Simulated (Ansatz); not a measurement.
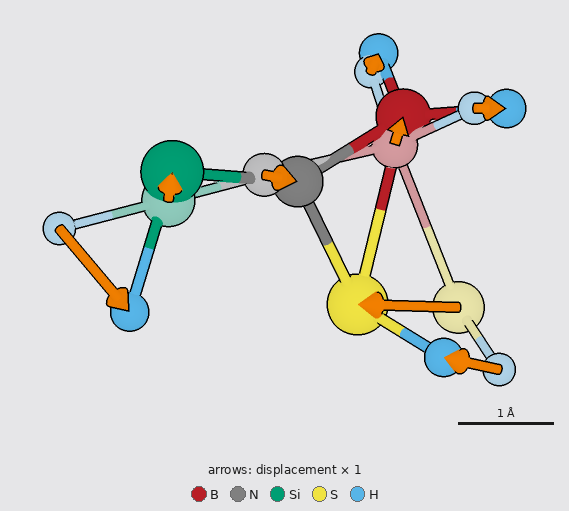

This is a relaxation of BSiNH₄S. The starting structure is drawn faded, the final one solid; orange arrows show the displacements, at their true length. The two geometries are superimposed by the best rigid fit.

The picture is a ball-and-stick view, seen at a tilt.

It is one of the separated reactants of a reaction.

Method: RKS PBE-D4/def2-SVP (Ansatz).

The input:
```yaml
crystal:
  periodic: [false, false, false]
  atoms:
    - {symbol: B, position_ang: [0.507022, -0.301086, 0.685887]}
    - {symbol: N, position_ang: [0.134048, 0.767866, -0.581370]}
    - {symbol: Si, position_ang: [-0.156564, 1.523969, -1.530198]}
    - {symbol: S, position_ang: [-0.437420, -2.203914, 0.475327]}
    - {symbol: H, position_ang: [-0.486492, 2.388837, -2.607022]}
    - {symbol: H, position_ang: [0.191330, 0.183744, 1.679758]}
    - {symbol: H, position_ang: [1.631006, -0.544303, 0.688086]}
    - {symbol: H, position_ang: [-1.673527, -1.733858, 0.713596]}
basis:
  gaussian: {orbitals: def2-SVP}
hamiltonian: {xc: pbe, dispersion: d4}
relax: {f_tol: 0.03, max_steps: 250}
```

Run as
```bash
ansatz run in.yaml --threads 2 --pin off --events-out ev --progress --plain --max-ram 4352MiB
```

Describe the change and its energy.

Answer. H5 moves most after the best rigid fit: 1.37 Å. By element the largest moves are H 1.37 Å, S 1.28 Å, N 0.44 Å, Si 0.35 Å, B 0.32 Å. Near-neighbour distances that change, for instance: N2–S4 3.205 → 1.797 Å, Si3–S4 4.242 → 3.250 Å, N2–Si3 1.248 → 1.732 Å, B1–N2 1.699 → 1.490 Å. Bond angles that change, for instance: N2–Si3–H5 179.8° → 95.8°, N2–B1–S4 113.0° → 57.9°, B1–N2–Si3 178.3° → 148.3°. Groups turn about B1–S4 by about 25°. After 15 accepted moves (16 points after the start) the energy has fallen by 659.0 kJ/mol. Largest force component: 33 eV/Å at the start, 0.011 eV/Å at the end. The line search rejected the trial step at point 14 of the run.
